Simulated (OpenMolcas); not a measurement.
**quartet SiCl: levels of theory compared**

We compute a comparison of 6 runs (UHF/3-21G, UB3LYP/6-31G*, UBLYP/aug-cc-pVTZ, UTPSS/aug-cc-pVTZ, ROMP2/aug-cc-pVTZ) of quartet SiCl. 

The results are computed with OpenMolcas 26.06.

### 1 The molecule

SiCl has 2 atoms, charge 0, and is taken as a quartet. SMILES of the parent species: `[Si]Cl`. The shape is that of a PBE0-D4/def2-TZVP optimisation. That shape belongs to the parent species and isn't relaxed for this state.

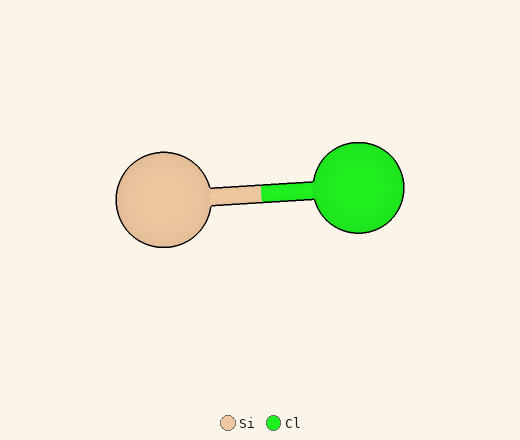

The structure, seen from a chosen angle (silicon light orange, chlorine green).

### 2 A single-point energy at UHF/3-21G (run 1)

File job.inp:

```
&gateway
baslib=$CurrDir
coord
2
angstrom
Si       0.881810      -0.293660       0.452120
Cl      -0.881810       0.293660      -0.452120
basis=3-21G
group=NoSym
&seward
&scf
uhf
spin=4
thresholds=1e-10 1e-07 1e-07 1e-05
prorbitals=1
```

The basis set 3-21G is read from a file made from the Basis Set Exchange's data (not shown).

On the command line:

```console
export MOLCAS_MEM=1860
pymolcas job.inp > job.log
```

Standard output:

```text
--- Start Module: gateway ---
[...]
--- Stop Module: gateway /rc=_RC_ALL_IS_WELL_ ---
--- Start Module: seward ---
[...]
      Basis functions           26
--- Stop Module: seward /rc=_RC_ALL_IS_WELL_ ---
--- Start Module: scf ---
[...]
       Convergence after  16 Iterations
[...]
::    Total SCF energy                               -744.6190933893
[...]
      Total spin, S                                     1.5006072784
[...]
      Total electronic charge=   31.000000
      Total            charge=   -0.000000
[...]
      Dipole Moment (debye):
      Origin of the operator (angstrom)=   -0.0980    0.0326   -0.0502
                   X=  2.5427E+00               Y= -8.4678E-01               Z=  1.3037E+00           Total=  2.9803E+00
      Quadrupole Moment (debye*angstrom):
[...]
--- Stop Module: scf /rc=_RC_ALL_IS_WELL_ ---
[...]
```

Wall time 1.9 s (1 thread of Arm Neoverse V1, shared host); peak memory 0.37 GiB.

### 3 The energy at UB3LYP/6-31G(d) (spherical functions) (run 2)

File mol.inp:

```
* ClSi Kohn-Sham DFT

&GATEWAY
  BASLIB=$CurrDir
  COORD
  2
  angstrom
  Si       0.881810      -0.293660       0.452120
  Cl      -0.881810       0.293660      -0.452120
  BASIS=6-31Gs
  GROUP=NoSym

&SEWARD
  GRIDINPUT
  Grid=UltraFine
  End of Grid

&SCF
  UHF
  SPIN=4
  KSDFT=B3LYP
  THRESHOLDS=1e-10 1e-07 1e-07 1e-05
  PRORBITALS=1 1
```

The basis set 6-31G* is read from a file made from the Basis Set Exchange's data (not shown).

On the command line:

```console
export MOLCAS_MEM=1860
pymolcas mol.inp > mol.log
```

Standard output:

```text
--- Start Module: gateway ---
[...]
--- Stop Module: gateway /rc=_RC_ALL_IS_WELL_ ---
--- Start Module: seward ---
[...]
      Basis functions           36
--- Stop Module: seward /rc=_RC_ALL_IS_WELL_ ---
--- Start Module: scf ---
[...]
       Convergence after  16 Iterations
[...]
::    Total KS-DFT energy                            -749.5367863591
[...]
      Total spin, S                                     1.5004240567
[...]
      Total electronic charge=   31.000000
      Total            charge=   -0.000000
[...]
      Dipole Moment (debye):
      Origin of the operator (angstrom)=   -0.0980    0.0326   -0.0502
                   X=  9.3927E-01               Y= -3.1279E-01               Z=  4.8158E-01           Total=  1.1009E+00
      Quadrupole Moment (debye*angstrom):
[...]
--- Stop Module: scf /rc=_RC_ALL_IS_WELL_ ---
[...]
```

It took 6.3 s on 1 thread of Arm Neoverse V1, shared host; peak memory 0.38 GiB.

Runs 3 to 4 aren't shown in full; the table further down has their settings and results.

### 4 A single-point energy at UTPSS/aug-cc-pVTZ (run 5)

File test.inp:

```
* ClSi Kohn-Sham DFT

&gateway
  baslib = $CurrDir
  basisset
  Si.aug-cc-pVTZ....
  Si1 0.881810 -0.293660 0.452120 angstrom
  End of Basis
  basisset
  Cl.aug-cc-pVTZ....
  Cl2 -0.881810 0.293660 -0.452120 angstrom
  End of Basis

&seward
  gridinput
  Grid=UltraFine
  End of Grid

&scf
  uhf
  spin = 4
  ksdft = 2
  1.0 MGGA_X_TPSS
  1.0 MGGA_C_TPSS
  thresholds = 1e-10 1e-07 1e-07 1e-05
  prorbitals = 1 1
```

The basis set aug-cc-pVTZ is read from a file made from the Basis Set Exchange's data (not shown).

On the command line:

```console
export MOLCAS_MEM=1860
pymolcas test.inp > test.log
```

Standard output:

```text
--- Start Module: gateway ---
[...]
--- Stop Module: gateway /rc=_RC_ALL_IS_WELL_ ---
--- Start Module: seward ---
[...]
      Basis functions          100
--- Stop Module: seward /rc=_RC_ALL_IS_WELL_ ---
[...]
--- Start Module: scf ---
[...]
       Convergence after  19 Iterations
[...]
::    Total KS-DFT energy                            -749.6275388981
[...]
      Total spin, S                                     1.5005692758
[...]
      Total electronic charge=   31.000000
      Total            charge=   -0.000000
[...]
      Dipole Moment (debye):
      Origin of the operator (angstrom)=   -0.0980    0.0326   -0.0502
                   X=  5.4944E-01               Y= -1.8298E-01               Z=  2.8171E-01           Total=  6.4399E-01
      Quadrupole Moment (debye*angstrom):
[...]
--- Stop Module: scf /rc=_RC_ALL_IS_WELL_ ---
[...]
```

Run time: 43 s. Hardware: 1 thread of Arm Neoverse V1, shared host; peak memory 0.56 GiB.

### 5 A single-point energy at ROMP2/aug-cc-pVTZ (run 6)

File mol.input:

```
>>> EXPORT MOLCAS_PRINT=2
&GATEWAY
BasLib = $CurrDir
Coord
2
angstrom
Si       0.881810      -0.293660       0.452120
Cl      -0.881810       0.293660      -0.452120
Basis = aug-cc-pVTZ
Group = NoSym
&SEWARD
&SCF
UHF
Spin = 4
Thresholds = 1e-10 1e-07 1e-07 1e-05
PrOrbitals = 1 2
&RASSCF
FileOrb = $Project.UnaOrb
Spin = 4
Nactel = 3 0 0
Inactive = 14
Ras2 = 3
OutOrbitals = Canonical
OrbListing = Nothing
&CASPT2
IPEA = 0.0
Frozen = 10
```

The basis set aug-cc-pVTZ is read from a file made from the Basis Set Exchange's data (not shown).

On the command line:

```console
export MOLCAS_MEM=1860
pymolcas mol.input > mol.log
```

Standard output:

```text
--- Start Module: gateway ---
[...]
--- Stop Module: gateway /rc=_RC_ALL_IS_WELL_ ---
[...]
      Basis functions          100
[...]
       Convergence after  21 Iterations
[...]
::    Total SCF energy                               -748.3774030788
[...]
      Total spin, S                                     1.5011213426
[...]
--- Start Module: rasscf ---
[...]
      Number of active orbitals                  3
[...]
      Spin quantum number                      1.5
[...]
      Active orbitals                            3
[...]
      Number of CSFs                             1
[...]
      Number of root(s) required                 1
[...]
      Convergence after  8 iterations
[...]
      printout of CI-coefficients larger than  0.05 for root  1
      energy=    -748.375877
      conf/sym  111     Coeff  Weight
             1  uuu   1.00000 1.00000
      Natural orbitals and occupation numbers for root  1
      sym 1:   1.000000   1.000000   1.000000
      ************************************************************************************************************************
      *                                                    Final results                                                     *
[...]
::    RASSCF root number  1 Total energy:   -748.37587738
[...]
      Total electronic charge=   31.000000
      Total            charge=   -0.000000
[...]
      Dipole Moment (debye):
      Origin of the operator (angstrom)=   -0.0980    0.0326   -0.0502
                   X=  1.1485E+00               Y= -3.8249E-01               Z=  5.8888E-01           Total=  1.3462E+00
      Quadrupole Moment (debye*angstrom):
[...]
--- Stop Module: rasscf /rc=_RC_ALL_IS_WELL_ ---
[...]
--- Start Module: caspt2 ---
[...]
 ###    WARNING: User changed nr of frozen orbitals.                         ###
 ###############################################################################
[...]
      E2 (Variational):          -0.2497535526
      Total energy:            -748.6256309302
[...]
      Reference weight:           0.89919
[...]
::    CASPT2 Root  1     Total energy:   -748.62563093
[...]
--- Stop Module: caspt2 /rc=_RC_ALL_IS_WELL_ ---
[...]
```

Wall time 18 s (1 thread of Arm Neoverse V1, shared host); peak memory 0.56 GiB.

### 6 The series

```
run                                level  integration grid  Cartesian functions  energy (Eh)  dipole moment (D)  HOMO energy (eV)   ⟨S²⟩  wall time
  1                            UHF/3-21G                 –                   no  -744.619093               2.98             -9.01  3.752      1.9 s
  2  UB3LYP/6-31G* (spherical functions)         UltraFine                   no  -749.536786               1.10             -5.43  3.752      6.3 s
  3  UB3LYP/6-31G* (Cartesian functions)         UltraFine                  yes  -749.541855               1.10             -5.43  3.752      6.3 s
  4                    UBLYP/aug-cc-pVTZ         UltraFine                   no  -749.576880               0.50             -4.40  3.752       30 s
  5                    UTPSS/aug-cc-pVTZ         UltraFine                   no  -749.627539               0.64             -4.82  3.752       43 s
  6                    ROMP2/aug-cc-pVTZ                 –                   no  -748.625631                  –                 –      –       18 s
```

### 7 Outcome

| quantity | value |
| --- | --- |
| run 6: total energy | -748.62563 Eh |

In words: Over runs 1, 2, 3, 4, 5 the dipole moment (its size) runs from 0.50 D (UBLYP/aug-cc-pVTZ) to 2.98 D (UHF/3-21G). The two ends differ in method and basis. Totals of different functionals can't be ranked against each other. All runs together took 1.7 min, the longest 43 s.
